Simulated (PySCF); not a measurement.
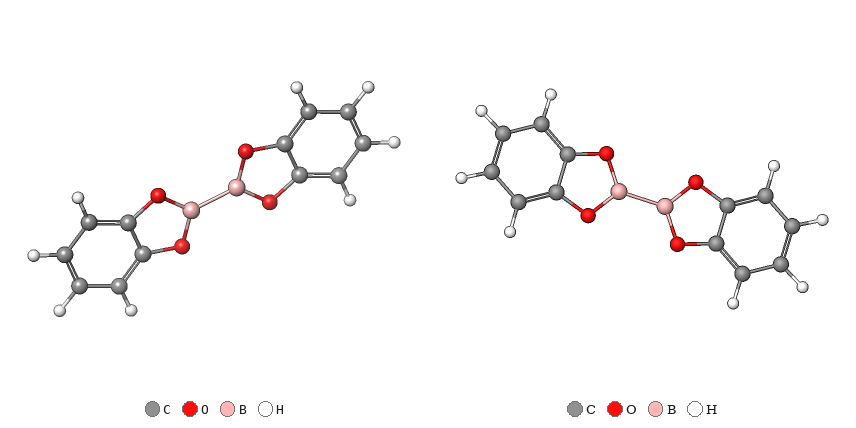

Both panels show the same species.

The geometry was computed by an optimisation with PBE0-D3(BJ)/def2-SVP. No frequency run is at hand to confirm it as a minimum.

What is the molecular formula?

C₁₂H₈B₂O₄, 26 atoms: 12 carbon, 8 hydrogen, 2 boron and 4 oxygen.

How many sets of symmetry-equivalent atoms are there?

7: 4 C, 4 C, 4 C, 4 O, 2 B, 4 H, 4 H.

What is the point group of this geometry?

D2h.

More results for the same structure follow; atom numbers are the same in all pictures, views and colours differ.

## Geometry

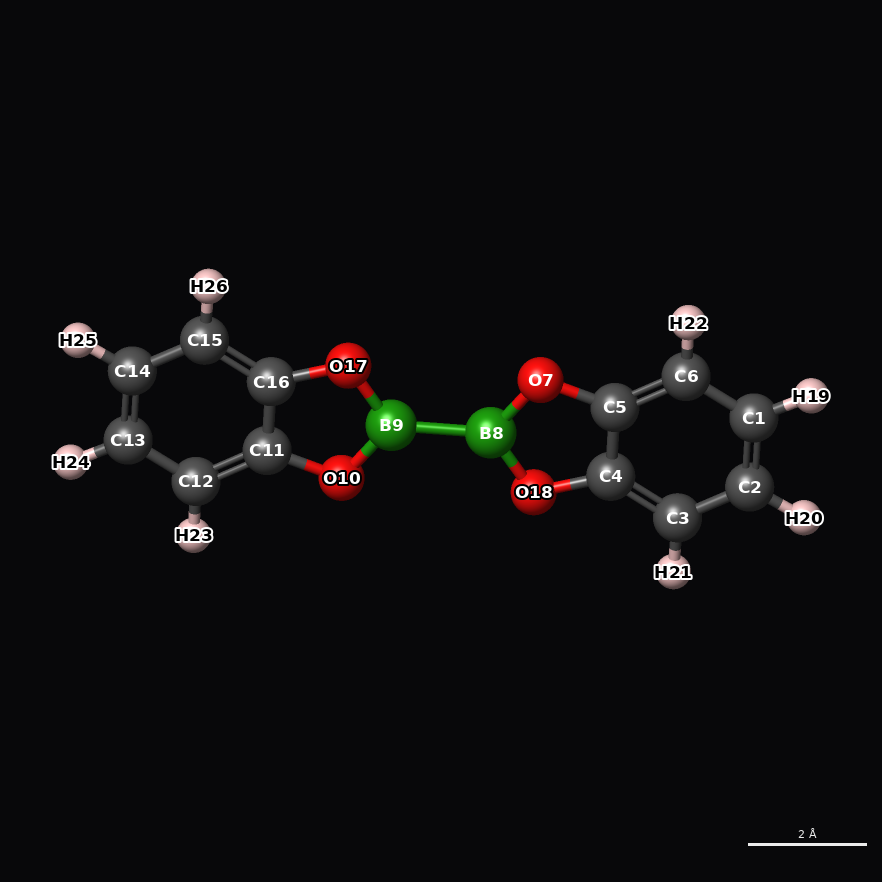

Atoms carry their numbers in the input. No frequency run is at hand to confirm it as a minimum.

What are the angles O7–B8–B9, O7–B8–O18, C2–C1–C6, C2–C1–H19, C6–C1–H19, C2–C3–C4, C2–C3–H21, C4–C3–H21, C3–C4–C5, C5–C4–O18, C3–C4–O18, C5–O7–B8?

```json
{"angle": "O7–B8–B9", "degrees": "124.8"}
{"angle": "O7–B8–O18", "degrees": "110.4"}
{"angle": "C2–C1–C6", "degrees": "121.5"}
{"angle": "C2–C1–H19", "degrees": "119.3"}
{"angle": "C6–C1–H19", "degrees": "119.2"}
{"angle": "C2–C3–C4", "degrees": "116.5"}
{"angle": "C2–C3–H21", "degrees": "122.3"}
{"angle": "C4–C3–H21", "degrees": "121.2"}
{"angle": "C3–C4–C5", "degrees": "122.0"}
{"angle": "C5–C4–O18", "degrees": "108.8"}
{"angle": "C3–C4–O18", "degrees": "129.2"}
{"angle": "C5–O7–B8", "degrees": "106.0"}
```

## Ring current

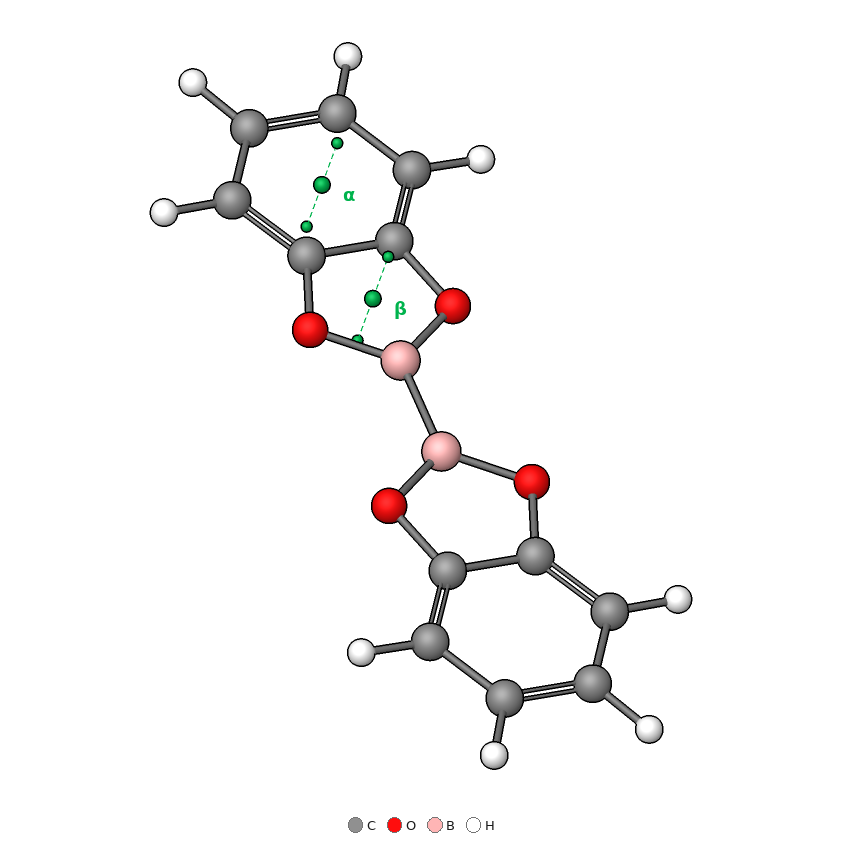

The small points mark where nucleus-independent chemical shifts (NICS) were computed: at the centre of each lettered ring and 1 Å above and below it. No frequency run is at hand to confirm it as a minimum. Properties computed with GIAO KT3/pcSseg-2 NMR shielding, non-relativistic, gas phase (PySCF 2.14.0).

Give NICS(0), NICS(1) and the out-of-plane component NICS(1)zz for each ring (means of the two sides).

```csv
ring,members,NICS(0),NICS(1),NICS(1)zz
α,C6,−10.7,−10.2,−27.8
β,C2BO2,−5.5,−4.9,−12.2
```

Values in ppm.

What do the values say about the ring currents?

Ring α: diatropic, as in an aromatic ring. NICS is one index among several.

## Electronic properties

No frequency run is at hand to confirm it as a minimum. Level of theory: KT3/pcSseg-2, gas phase (PySCF 2.14.0).

Estimate the LUMO energy (Kohn–Sham orbital).

−4.79 eV.

Estimate the HOMO energy (Kohn–Sham orbital).

−5.80 eV.

## NMR shielding

The questions are on isotropic NMR shieldings of the C atoms. No frequency run is at hand to confirm it as a minimum. Properties computed with GIAO PBE0/pcSseg-2 NMR shielding, non-relativistic, gas phase (PySCF 2.14.0).

Which C atom is the most shielded (lowest chemical shift)?

C3, C6, C12, C15 (63.0 ppm).

Which C atom is the least shielded (highest chemical shift)?

C4, C5, C11, C16 (25.2 ppm).

How wide is the range of C shifts?

37.8 ppm.

List the isotropic NMR shieldings of the C atoms.

| atom | σ (ppm) |
| --- | --- |
| C1 | 52.1 |
| C2 | 52.1 |
| C3 | 63.0 |
| C4 | 25.2 |
| C5 | 25.2 |
| C6 | 63.0 |
| C11 | 25.2 |
| C12 | 63.0 |
| C13 | 52.0 |
| C14 | 52.1 |
| C15 | 63.0 |
| C16 | 25.2 |

## Charges

The questions are on Hirshfeld charges. No frequency run is at hand to confirm it as a minimum. Method: PBE0/pcSseg-2, gas phase (PySCF 2.14.0).

Give the Hirshfeld charges atom by atom.

```csv
atom,value (e)
C1,−0.06
C2,−0.06
C3,−0.06
C4,0.06
C5,0.06
C6,−0.06
O7,−0.15
B8,0.19
B9,0.19
O10,−0.15
C11,0.06
C12,−0.06
C13,−0.06
C14,−0.06
C15,−0.06
C16,0.06
O17,−0.15
O18,−0.15
H19,0.05
H20,0.05
H21,0.06
H22,0.06
H23,0.06
H24,0.05
H25,0.05
H26,0.06
```
